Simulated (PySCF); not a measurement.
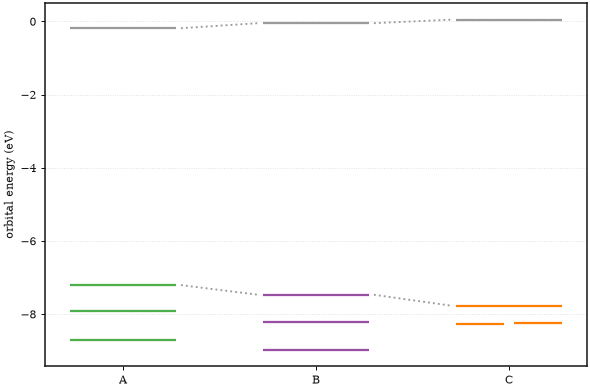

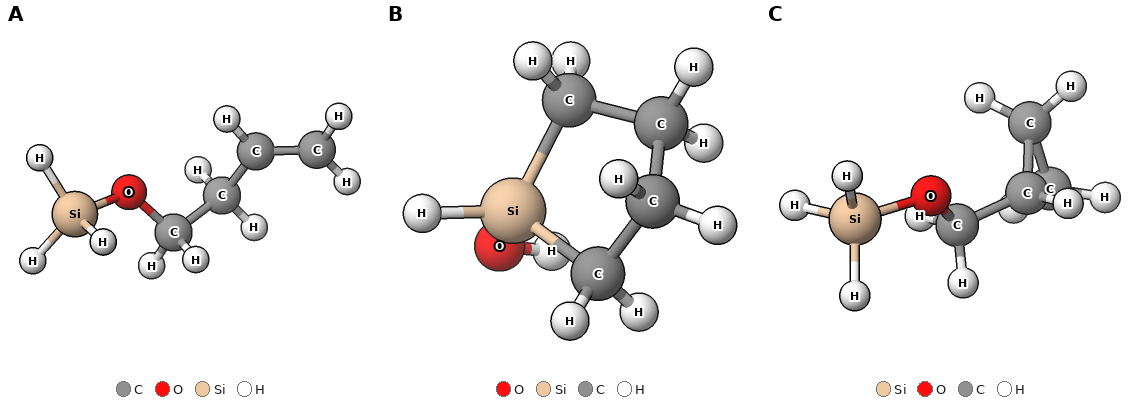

Related molecules: A is C₄H₁₀OSi, SMILES C=CCCO[SiH3]; B is C₄H₁₀OSi, SMILES O[SiH]1CCCC1; C is C₄H₁₀OSi, SMILES [SiH3]OCC1CC1. Frontier orbital energies, B3LYP/def2-SVPD with PySCF 2.14.0, at a PBE0-D3(BJ)/def2-SVP geometry (no frequency check); drawn are at most three filled levels and, in grey, the LUMO with any level within 0.03 eV of it; dotted lines join the HOMOs and the LUMOs.

Q: What does the change do to the frontier levels?

A: From A to B the HOMO falls by 0.26 eV and the LUMO rises by 0.14 eV, so the separation goes from 7.02 to 7.42 eV. From A to C the HOMO falls by 0.56 eV and the LUMO rises by 0.23 eV, so the separation goes from 7.02 to 7.82 eV.

Q: Does the ΔSCF ionisation energy follow the HOMO?

A: A: −ε(HOMO) 7.21, ΔSCF 9.41 eV; B: −ε(HOMO) 7.47, ΔSCF 9.57 eV; C: −ε(HOMO) 7.77, ΔSCF 9.82 eV.

Limits of at least one run: empty levels above zero depend strongly on the basis; one conformer of a flexible molecule.
